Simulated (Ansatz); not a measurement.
LaWN3 under a change: N → C

Start from LaWN3 (space group R-3c, No. 167; a = 5.633 Å, c = 13.617 Å (hexagonal axes); a cell from a computed database, its experimental status unchecked).

The change: full substitution N → C; the structure is relaxed again.

Computed with PBEsol (Ansatz, a first-principles code, PAW, no spin-orbit coupling). Settings: 10×10×10 k-points, 0.05 eV Fermi–Dirac smearing.

```json
[
 {"quantity": "volume per atom", "base": "12.47 Å³", "changed": "13.67 Å³", "shift": "+1.20 Å³"},
 {"quantity": "density", "base": "9.71 g/cm³", "changed": "8.72 g/cm³", "shift": "-0.996 g/cm³"},
 {"quantity": "lattice parameter a", "base": "5.633 Å", "changed": "5.825 Å", "shift": "+0.192 Å"},
 {"quantity": "c/a ratio", "base": "2.417", "changed": "2.396", "shift": "-0.021"},
 {"quantity": "space group", "base": "R-3c (No. 167)", "changed": "R-3c (No. 167)", "shift": "–"},
 {"quantity": "band gap", "base": "zero", "changed": "zero", "shift": "–"}
]
```

Final structure:

```yaml
crystal:
  lattice:
    - [2.91265, 1.68162, 4.65209]
    - [-2.91265, 1.68162, 4.65209]
    - [0.00000, -3.36324, 4.65209]
  atoms:
    - { symbol: La, position: [0.75000, 0.75000, 0.75000] }
    - { symbol: La, position: [0.25000, 0.25000, 0.25000] }
    - { symbol: W, position: [0.00000, 0.00000, 0.00000] }
    - { symbol: W, position: [0.50000, 0.50000, 0.50000] }
    - { symbol: C, position: [0.28304, 0.75000, 0.21696] }
    - { symbol: C, position: [0.71696, 0.25000, 0.78304] }
    - { symbol: C, position: [0.21696, 0.28304, 0.75000] }
    - { symbol: C, position: [0.78304, 0.71696, 0.25000] }
    - { symbol: C, position: [0.75000, 0.21696, 0.28304] }
    - { symbol: C, position: [0.25000, 0.78304, 0.71696] }
```

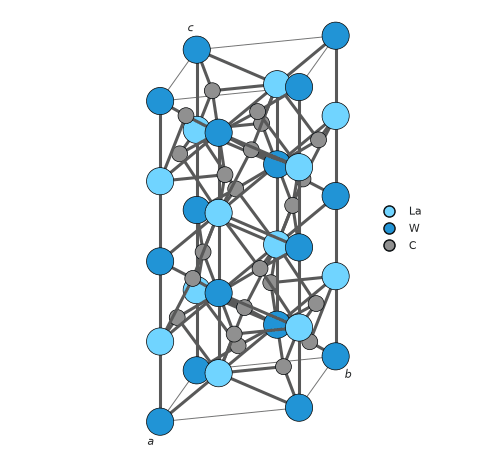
Figure. The relaxed conventional cell after the change

Cost of the whole job for the changed cell (relaxation, final SCF and bands): about 9 core-minutes (a rough figure).

With W present, leaving out spin-orbit coupling can change the band edges. Whether these cells are dynamically stable was not tested. As relaxed here, LaWC3 is a hypothetical phase, not in the database extracts checked. The final runs are not spin-polarised. LaWC3 has a high density of states at the Fermi level and may be magnetic at this level. A zero or small gap of LaWN3 can be the functional's error rather than a property of the material.
